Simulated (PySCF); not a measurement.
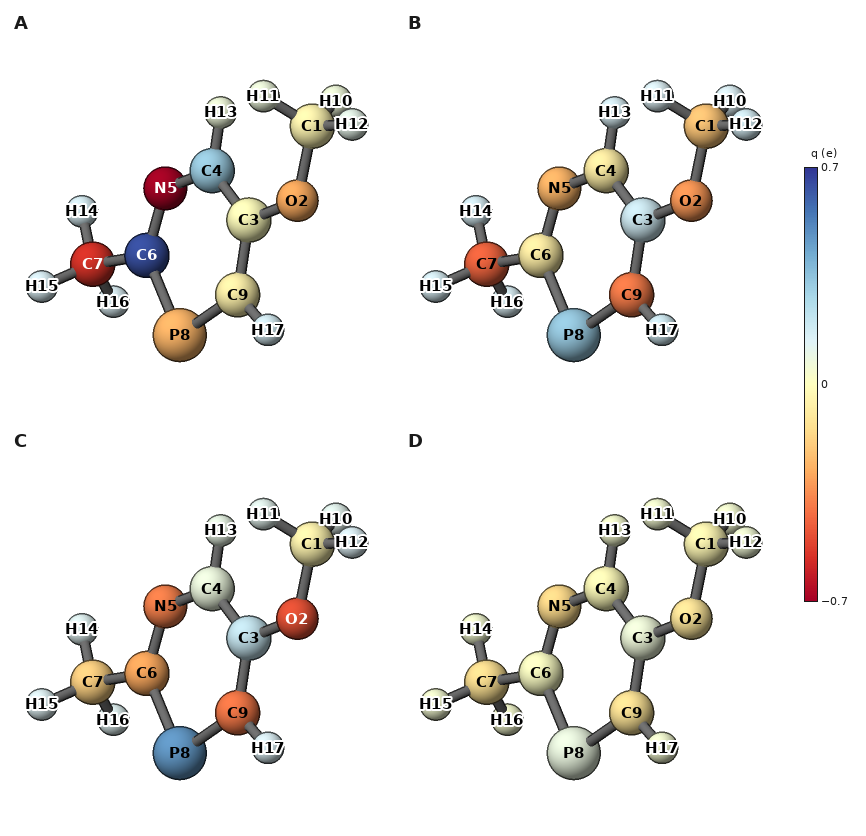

Atomic charges of one calculation by 4 schemes, on one colour scale. The computed structure is the end point of a GFN2-xTB optimisation. No frequency run is at hand to confirm it as a minimum. Method: PBE0/pcSseg-1 (PySCF 2.14.0).

Question: The schemes are ESP-fitted, Hirshfeld, IAO, Mulliken. Which panel shows which?

Answer: A ESP-fitted, B IAO, C Mulliken, D Hirshfeld.

List the charges (e), one line for each set of equivalent atoms. Atoms whose distances differ by more than 0.02 Å in this geometry are listed apart.

| atom | ESP-fitted | IAO | Mulliken | Hirshfeld |
| --- | --- | --- | --- | --- |
| C1 | −0.04 | −0.21 | −0.04 | −0.03 |
| O2 | −0.28 | −0.33 | −0.48 | −0.11 |
| C3 | −0.01 | 0.18 | 0.21 | 0.07 |
| C4 | 0.31 | −0.07 | 0.08 | −0.01 |
| N5 | −0.69 | −0.26 | −0.38 | −0.15 |
| C6 | 0.64 | −0.07 | −0.29 | 0.01 |
| C7 | −0.55 | −0.43 | −0.18 | −0.13 |
| P8 | −0.25 | 0.33 | 0.47 | 0.08 |
| C9 | −0.06 | −0.39 | −0.39 | −0.12 |
| H10 | 0.07 | 0.14 | 0.12 | 0.05 |
| H11 | 0.07 | 0.14 | 0.12 | 0.05 |
| H12 | 0.11 | 0.17 | 0.14 | 0.06 |
| H13 | 0.07 | 0.15 | 0.10 | 0.04 |
| H14 | 0.15 | 0.16 | 0.13 | 0.04 |
| H15 | 0.15 | 0.16 | 0.13 | 0.05 |
| H16 | 0.14 | 0.15 | 0.13 | 0.04 |
| H17 | 0.16 | 0.18 | 0.14 | 0.05 |

The geometry is semi-empirical. Around P such bond lengths and angles can be off by a tenth of an ångström or more and by several degrees, and values that hang on the shape move with them.
